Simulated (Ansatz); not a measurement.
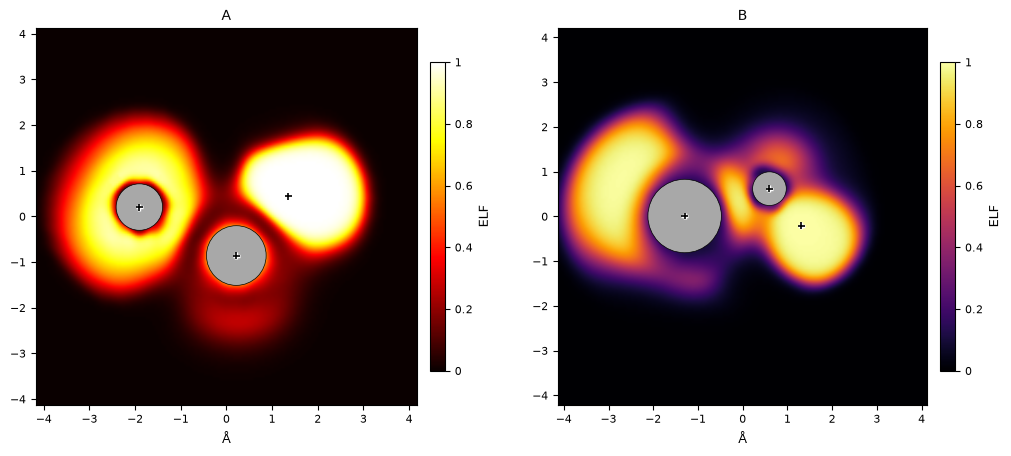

The ELF of 2 systems, each on a plane through atoms (crosses mark nuclei in the plane; grey discs cover the cores).

These are results of RHF/def2-SVP in Ansatz, not measurements.

System 1: CH$_{4}$Ge···HCl, the plane of atoms Ge1, C5 and H6. Not at a stationary point (largest force 1.4 eV/Å).

```xyz
8

Ge    0.0042    0.1134   -0.8188
Cl    1.8382   -0.1034    2.0581
H     2.1980    0.2601    0.8400
H    -1.1530    1.0156   -0.2352
C    -1.0224   -1.5928   -0.7770
H    -1.5248   -1.7574    0.1777
H    -1.8006   -1.5249   -1.5459
H    -0.3950   -2.4508   -1.0099
```

System 2: ClH$_{3}$Sn···H$_{2}$O, the plane of atoms H2, Sn1 and Cl3. Core potentials replace the inner electrons of Sn; not at a stationary point (largest force 1.5 eV/Å).

```csv
atom,x (Å),y (Å),z (Å)
Sn,-0.2063,-0.1888,-0.1076
H,-0.0811,-0.1320,1.6154
Cl,2.0362,-0.3227,-0.8722
H,-0.9102,1.1884,-0.7942
H,-0.9438,-1.6363,-0.6206
O,1.2825,2.0651,1.5347
H,2.1576,1.8731,1.2269
H,1.0342,1.3010,2.0757
```

Which map belongs to which system?

Answer. Panel A is system 2, ClH$_{3}$Sn···H$_{2}$O: the plane holds Sn, H and Cl. Sn–Cl (2.37 Å): the ELF peaks at about 0.85 in the valence shell of Cl, 0.9 Å from its nucleus, and drops to about 0.10 between the two atoms. Panel B is system 1, CH$_{4}$Ge···HCl: the plane holds Ge, C and H. C–Ge (1.99 Å): the ELF peaks at about 0.95 in the valence shell of C, 0.7 Å from its nucleus, and is about 0.75 at the midpoint.
